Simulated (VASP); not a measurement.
Band structure of FeS₂ (space group Pnnm). These are PBE GGA, VASP's PBE PAW potentials (set 64) (plane waves; VASP) values and carry that method's errors.

The path is coarsely sampled, so an indirect gap can come out somewhat too large.

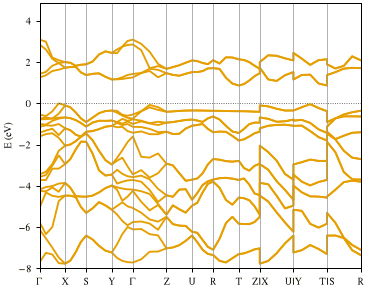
*Bands along high-symmetry lines, zero at the valence-band maximum or, without a gap, the Fermi level*

Task: Read the plot: is there a gap, and where are the band edges?

Result: The gap is indirect, 0.86 eV, from the valence maximum at Γ-X at 0.75 to the conduction minimum at T.

The structure comes from a computed database's FeS2 entry (Pnnm); how it stands against other phases isn't given here. The cell was not relaxed at this level. The run is not spin-polarised, so no magnetic state was tried.
